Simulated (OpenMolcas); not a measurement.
# A workflow on InNH3 (SMILES [NH2][InH])

Wanted: the energy (ROHF/ANO-RCC-MB), then the energy (CASSCF(3,3)/ANO-RCC-VDZP), then the energy along one coordinate (CASPT2(3,3)/ANO-RCC-VDZP), then the energy along one coordinate (SC-NEVPT2(3,3)/ANO-RCC-VDZP), then the energy along one coordinate (MC-PDFT[tPBE](3,3)/ANO-RCC-VDZP) of InNH3. 

Program for the calculation: OpenMolcas 26.06.

**1. The molecule**

InNH3 has 5 atoms, charge 0, and is taken as a doublet. SMILES: `[NH2][InH]`. The coordinates come from a PBE0-D4/def2-TZVP relaxation. This is one conformer, not always the lowest.

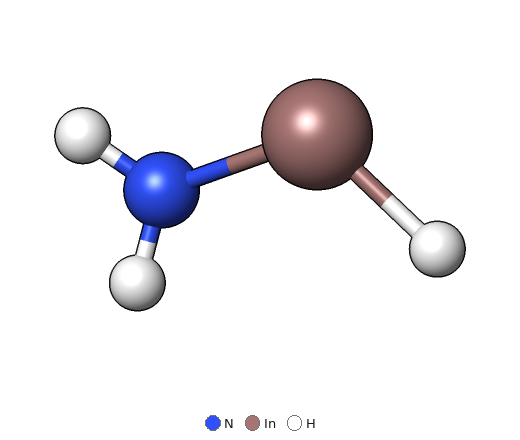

The structure, seen from a chosen angle (nitrogen blue, indium brown, hydrogen white).

**2. A single-point energy at ROHF/ANO-RCC-MB (DKH2) (run 1)**

The input, mol.xyz:

```xyz
5

N     -0.299400    -0.736500     0.264700
In     0.846600     0.946400     0.296000
H     -0.846800    -0.960800    -0.554700
H      0.017600    -1.585600     0.707600
H      0.331900     2.262600    -0.755100
```

The input, step1.input:

```
* H3InN Hartree-Fock
>>> EXPORT MOLCAS_PRINT=2

&GATEWAY
  Coord=mol.xyz
  Basis=ANO-RCC-MB
  Group=NoSym

&SEWARD

&SCF
  UHF
  Spin=2
  PrOrbitals=0

&RASSCF
  FileOrb=$Project.UnaOrb
  Spin=2
  Nactel=1 0 0
  Inactive=29
  Ras2=1
  OutOrbitals=Canonical
  OrbListing=Nothing
```

The run is started by

```console
$ export MOLCAS_MEM=1860
$ pymolcas step1.input > step1.log
```

The program printed:

```text
--- Start Module: gateway ---
[...]
--- Stop Module: gateway /rc=_RC_ALL_IS_WELL_ ---
[...]
      Basis functions           35
[...]
--- Start Module: scf ---
[...]
       Convergence after  13 Iterations
[...]
::    Total SCF energy                              -5933.1704080053
[...]
      Total spin, S                                     0.5032625916
[...]
--- Stop Module: scf /rc=_RC_ALL_IS_WELL_ ---
[...]
--- Start Module: rasscf ---
[...]
      Number of active orbitals                  1
[...]
      Spin quantum number                      0.5
[...]
      Active orbitals                            1
[...]
      Number of CSFs                             1
[...]
      Number of root(s) required                 1
[...]
      Convergence after 10 iterations
[...]
      printout of CI-coefficients larger than  0.05 for root  1
      energy=   -5933.169505
      conf/sym  1     Coeff  Weight
             1  u   1.00000 1.00000
      Natural orbitals and occupation numbers for root  1
      sym 1:   1.000000
      ************************************************************************************************************************
      *                                                    Final results                                                     *
[...]
::    RASSCF root number  1 Total energy:  -5933.16950538
[...]
      Total electronic charge=   59.000000
      Total            charge=   -0.000000
[...]
      Dipole Moment (debye):
      Origin of the operator (angstrom)=    0.7018    0.7439    0.2813
                   X=  8.1310E-01               Y= -9.9553E-01               Z=  4.1856E-02           Total=  1.2861E+00
      Quadrupole Moment (debye*angstrom):
[...]
--- Stop Module: rasscf /rc=_RC_ALL_IS_WELL_ ---
[...]
```

Wall time 5.7 s (1 thread of Intel Xeon Platinum 8375C at 2.90GHz (Ice Lake), shared host); peak memory 0.41 GiB.

**3. The energy at CASSCF(3,3)/ANO-RCC-VDZP (DKH2, RICD fitting) (run 2)**

mol.xyz is that of step 2.

The input, step2.input:

```
&GATEWAY
Coord=mol.xyz
Basis=ANO-RCC-MB
Group=NoSym
&SEWARD
&RASSCF
FileOrb=$CurrDir/step1.RasOrb
Alter=2
1 28 29
1 31 33
Spin=2
Nactel=3 0 0
Inactive=28
Ras2=3
OrbListing=Nothing
>>> COPY $Project.RunFile RUNFIL1
>>> COPY $Project.RasOrb INPORB
&GATEWAY
Coord=mol.xyz
Basis=ANO-RCC-VDZP
Group=NoSym
RICD
&SEWARD
>>> COPY $Project.RunFile RUNFIL2
&EXPBAS
&RASSCF
FileOrb=$Project.ExpOrb
Spin=2
Nactel=3 0 0
Inactive=28
Ras2=3
OrbListing=Nothing
```

The run is started by

```console
$ export MOLCAS_MEM=1860
$ pymolcas step2.input > step2.log
```

The program printed:

```text
--- Start Module: gateway ---
[...]
--- Stop Module: gateway /rc=_RC_ALL_IS_WELL_ ---
[...]
      Basis functions           35
[...]
      Number of active orbitals                  3
[...]
      Spin quantum number                      0.5
[...]
      Active orbitals                            3
[...]
      Number of CSFs                             8
[...]
      Number of root(s) required                 1
[...]
      Convergence after 15 iterations
[...]
      printout of CI-coefficients larger than  0.05 for root  1
      energy=   -5933.186282
      conf/sym  111     Coeff  Weight
             1  2u0  -0.99019 0.98048
             5  02u   0.06561 0.00430
             8  0u2  -0.10458 0.01094
      Natural orbitals and occupation numbers for root  1
      sym 1:   1.965320   1.001814   0.032866
      ************************************************************************************************************************
      *                                                    Final results                                                     *
[...]
::    RASSCF root number  1 Total energy:  -5933.18628169
[...]
      Basis functions           72
[...]
--- Start Module: expbas ---
[...]
--- Stop Module: expbas /rc=_RC_ALL_IS_WELL_ ---
--- Start Module: rasscf ---
[...]
      Convergence after 14 iterations
[...]
      Natural orbitals and occupation numbers for root  1
      sym 1:   1.969805   1.001600   0.028595
      ************************************************************************************************************************
      *                                                    Final results                                                     *
[...]
::    RASSCF root number  1 Total energy:  -5933.30200192
[...]
      Total electronic charge=   59.000000
      Total            charge=   -0.000000
[...]
      Dipole Moment (debye):
      Origin of the operator (angstrom)=    0.7018    0.7439    0.2813
                   X=  1.0810E+00               Y= -2.6005E-01               Z= -1.3257E-01           Total=  1.1197E+00
      Quadrupole Moment (debye*angstrom):
[...]
--- Stop Module: rasscf /rc=_RC_ALL_IS_WELL_ ---
[...]
```

Run time: 19 s. Hardware: 1 thread of Intel Xeon Platinum 8375C at 2.90GHz (Ice Lake), shared host; peak memory 0.41 GiB.

**4. The energy along one coordinate at CASPT2(3,3)/ANO-RCC-VDZP (DKH2, RICD fitting, ipea shift 0.25 Eh, pt2 variant SS) (run 3)**

The input, step3.input:

```
* H3InN CASPT2
>>> EXPORT MOLCAS_PRINT=2
>>> COPY $CurrDir/step2.RasOrb $Project.RasOrb
>>> ForEach K in (1, 2, 3, 4, 5, 6, 7, 8, 9)

&gateway
 coord
 $CurrDir/point$K.xyz
 basis
 ANO-RCC-VDZP
 group
 NoSym
 ricd

&seward

&rasscf
 fileorb
 $Project.RasOrb
 spin
 2
 nactel
 3 0 0
 inactive
 28
 ras2
 3
 orblisting
 Nothing

&caspt2
 imaginary
 0.2
 frozen
 19
>>> EndDo
```

The run is started by

```console
$ export MOLCAS_MEM=1860
$ pymolcas step3.input > step3.log
```

The program printed:

```text
[...]
      Basis functions           72
[...]
      Number of active orbitals                  3
[...]
      Spin quantum number                      0.5
[...]
      Active orbitals                            3
[...]
      Number of CSFs                             8
[...]
      Number of root(s) required                 1
[...]
      Convergence after 12 iterations
[...]
      printout of CI-coefficients larger than  0.05 for root  1
      energy=   -5933.292865
      conf/sym  111     Coeff  Weight
             1  2u0  -0.99373 0.98749
             8  0u2  -0.08603 0.00740
      Natural orbitals and occupation numbers for root  1
      sym 1:   1.977636   1.001114   0.021250
      ************************************************************************************************************************
      *                                                    Final results                                                     *
[...]
::    RASSCF root number  1 Total energy:  -5933.29286469
[...]
      E2 (Variational):          -0.5718258960
[...]
::    CASPT2 Root  1     Total energy:  -5933.86469059
[...]
      Convergence after 11 iterations
[...]
      Natural orbitals and occupation numbers for root  1
      sym 1:   1.969820   1.001599   0.028580
      ************************************************************************************************************************
      *                                                    Final results                                                     *
[...]
      Convergence after 22 iterations
[...]
      Natural orbitals and occupation numbers for root  1
      sym 1:   1.943648   1.000693   0.055659
      ************************************************************************************************************************
      *                                                    Final results                                                     *
[...]
      Convergence after 18 iterations
[...]
      Natural orbitals and occupation numbers for root  1
      sym 1:   1.953031   1.000190   0.046779
      ************************************************************************************************************************
      *                                                    Final results                                                     *
[...]
      Convergence after  9 iterations
[...]
::    RASSCF root number  1 Total energy:  -5933.26215724
[...]
::    CASPT2 Root  1     Total energy:  -5933.82966427
[...]
      Convergence after  9 iterations
[...]
::    RASSCF root number  1 Total energy:  -5933.26223370
[...]
      E2 (Variational):          -0.5671477366
[...]
::    CASPT2 Root  1     Total energy:  -5933.82938144
[...]
```

It took 2.1 min on 1 thread of Intel Xeon Platinum 8375C at 2.90GHz (Ice Lake), shared host; peak memory 0.37 GiB.

The scan, from its lowest point:

| H5–In2 (Å) | energy (kJ/mol) |
| --- | --- |
| 1.585 | 16.7 |
| 1.761 | 0.0 |
| 1.937 | 13.1 |
| 2.202 | 51.0 |
| 2.554 | 92.6 |
| 2.994 | 107.7 |
| 3.523 | 108.7 |
| 4.227 | 108.7 |
| 5.284 | 109.4 |

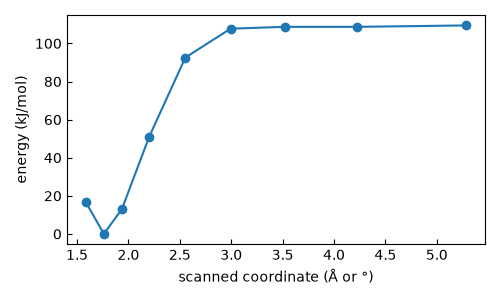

Energy along the scan.

**5. An energy scan at SC-NEVPT2(3,3)/ANO-RCC-VDZP (DKH2, RICD fitting, pt2 variant SC-NEVPT2) (run 4)**

The input, step4.inp:

```
* H3InN NEVPT2
>>> COPY $CurrDir/step2.RasOrb $Project.RasOrb
>>> ForEach K in (1, 2, 3, 4, 5, 6, 7, 8, 9)

&gateway
  coord = $CurrDir/point$K.xyz
  basis = ANO-RCC-VDZP
  group = NoSym
  ricd

&seward

&rasscf
  fileorb = $Project.RasOrb
  spin = 2
  nactel = 3 0 0
  inactive = 28
  ras2 = 3
  orblisting = Nothing

&caspt2
  sc-nevpt2
  frozen = 19
>>> EndDo
```

The run is started by

```console
$ export MOLCAS_MEM=1860
$ pymolcas step4.inp > step4.log
```

The program printed:

```text
[...]
      Basis functions           72
[...]
      Number of active orbitals                  3
[...]
      Spin quantum number                      0.5
[...]
      Active orbitals                            3
[...]
      Number of CSFs                             8
[...]
      Number of root(s) required                 1
[...]
      Convergence after 12 iterations
[...]
      printout of CI-coefficients larger than  0.05 for root  1
      energy=   -5933.292865
      conf/sym  111     Coeff  Weight
             1  2u0  -0.99373 0.98749
             8  0u2  -0.08603 0.00740
      Natural orbitals and occupation numbers for root  1
      sym 1:   1.977636   1.001114   0.021250
      ************************************************************************************************************************
      *                                                    Final results                                                     *
[...]
::    RASSCF root number  1 Total energy:  -5933.29286469
[...]
      E2 (Variational):          -0.5685193475
[...]
::    SC-NEVPT2 Root  1     Total energy:  -5933.86106991
[...]
      Convergence after 11 iterations
[...]
      Natural orbitals and occupation numbers for root  1
      sym 1:   1.969820   1.001599   0.028580
      ************************************************************************************************************************
      *                                                    Final results                                                     *
[...]
      Convergence after 22 iterations
[...]
      Natural orbitals and occupation numbers for root  1
      sym 1:   1.943648   1.000693   0.055659
      ************************************************************************************************************************
      *                                                    Final results                                                     *
[...]
      Convergence after 18 iterations
[...]
      Natural orbitals and occupation numbers for root  1
      sym 1:   1.953031   1.000190   0.046779
      ************************************************************************************************************************
      *                                                    Final results                                                     *
[...]
      Convergence after  9 iterations
[...]
::    RASSCF root number  1 Total energy:  -5933.26215724
[...]
::    SC-NEVPT2 Root  1     Total energy:  -5933.82925352
[...]
      Convergence after  9 iterations
[...]
::    RASSCF root number  1 Total energy:  -5933.26223370
[...]
      Reference weight:           0.87528
[...]
::    SC-NEVPT2 Root  1     Total energy:  -5933.82899079
[...]
```

It took 2.1 min on 1 thread of Intel Xeon Platinum 8375C at 2.90GHz (Ice Lake), shared host; peak memory 0.37 GiB.

The scan, from its lowest point:

| H5–In2 (Å) | energy (kJ/mol) |
| --- | --- |
| 1.585 | 18.2 |
| 1.761 | 0.0 |
| 1.937 | 11.9 |
| 2.202 | 48.2 |
| 2.554 | 87.3 |
| 2.994 | 101.0 |
| 3.523 | 101.8 |
| 4.227 | 101.7 |
| 5.284 | 102.4 |

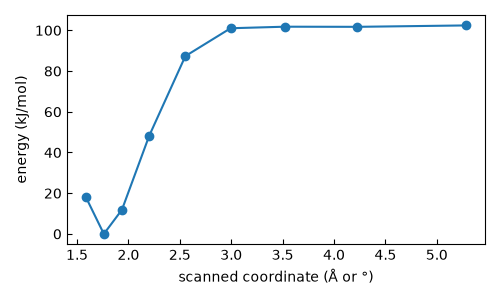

Energy along the scan.

**6. The energy along one coordinate at MC-PDFT[tPBE](3,3)/ANO-RCC-VDZP (DKH2, RICD fitting) (run 5)**

The input, step5.input:

```
>>> COPY $CurrDir/step2.RasOrb $Project.RasOrb
>>> ForEach K in (1, 2, 3, 4, 5, 6, 7, 8, 9)

&GATEWAY
 Coord = $CurrDir/point$K.xyz
 Basis = ANO-RCC-VDZP
 Group = NoSym
 RICD

&SEWARD

&RASSCF
 FileOrb = $Project.RasOrb
 Spin = 2
 Nactel = 3 0 0
 Inactive = 28
 Ras2 = 3
 OrbListing = Nothing

&MCPDFT
 KSDFT = T:PBE
>>> EndDo
```

The run is started by

```console
$ export MOLCAS_MEM=1860
$ pymolcas step5.input > step5.log
```

The program printed:

```text
[...]
      Basis functions           72
[...]
      Number of active orbitals                  3
[...]
      Spin quantum number                      0.5
[...]
      Active orbitals                            3
[...]
      Number of CSFs                             8
[...]
      Number of root(s) required                 1
[...]
      Convergence after 12 iterations
[...]
      printout of CI-coefficients larger than  0.05 for root  1
      energy=   -5933.292865
      conf/sym  111     Coeff  Weight
             1  2u0  -0.99373 0.98749
             8  0u2  -0.08603 0.00740
      Natural orbitals and occupation numbers for root  1
      sym 1:   1.977636   1.001114   0.021250
      ************************************************************************************************************************
      *                                                    Final results                                                     *
[...]
::    RASSCF root number  1 Total energy:  -5933.29286469
[...]
::    MCPDFT root number  1 Total energy:  -5935.84401603
[...]
      Convergence after 11 iterations
[...]
      Natural orbitals and occupation numbers for root  1
      sym 1:   1.969820   1.001599   0.028580
      ************************************************************************************************************************
      *                                                    Final results                                                     *
[...]
      Convergence after 22 iterations
[...]
      Natural orbitals and occupation numbers for root  1
      sym 1:   1.943648   1.000693   0.055659
      ************************************************************************************************************************
      *                                                    Final results                                                     *
[...]
      Convergence after 18 iterations
[...]
      Natural orbitals and occupation numbers for root  1
      sym 1:   1.953031   1.000190   0.046779
      ************************************************************************************************************************
      *                                                    Final results                                                     *
[...]
      Convergence after  9 iterations
[...]
::    RASSCF root number  1 Total energy:  -5933.26215724
[...]
::    MCPDFT root number  1 Total energy:  -5935.80938035
[...]
      Convergence after  9 iterations
[...]
::    RASSCF root number  1 Total energy:  -5933.26223370
[...]
      Total electronic charge=   59.000000
      Total            charge=   -0.000000
[...]
::    MCPDFT root number  1 Total energy:  -5935.80943986
[...]
```

It took 2.1 min on 1 thread of Intel Xeon Platinum 8375C at 2.90GHz (Ice Lake), shared host; peak memory 0.37 GiB.

The scan, from its lowest point:

| H5–In2 (Å) | energy (kJ/mol) |
| --- | --- |
| 1.585 | 18.8 |
| 1.761 | 0.0 |
| 1.937 | 10.4 |
| 2.202 | 45.3 |
| 2.554 | 87.7 |
| 2.994 | 110.6 |
| 3.523 | 111.2 |
| 4.227 | 109.7 |
| 5.284 | 109.6 |

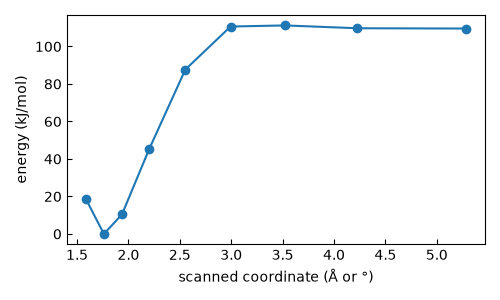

Energy along the scan.

**7. What came out**

| quantity | value |
| --- | --- |
| run 1, ROHF/ANO-RCC-MB: total energy | -5933.16951 Eh |
| run 1, ROHF/ANO-RCC-MB: dipole moment | 1.29 D |
| run 2, CASSCF(3,3)/ANO-RCC-VDZP: total energy | -5933.30200 Eh |
| run 2, CASSCF(3,3)/ANO-RCC-VDZP: dipole moment (CASSCF density) | 1.12 D |
| run 3, CASPT2(3,3)/ANO-RCC-VDZP: lowest energy of the scan | -5933.87107 Eh |
| run 4, SC-NEVPT2(3,3)/ANO-RCC-VDZP: lowest energy of the scan | -5933.86800 Eh |
| run 5, MC-PDFT[tPBE](3,3)/ANO-RCC-VDZP: lowest energy of the scan | -5935.85117 Eh |

**Reading.** Mulliken charges (run 1, ROHF/ANO-RCC-MB) run from -0.76 on N1 to +0.48 on In2; they depend strongly on the basis. Mulliken charges (run 2, CASSCF(3,3)/ANO-RCC-VDZP) run from -0.56 on N1 to +0.73 on In2; they depend strongly on the basis.
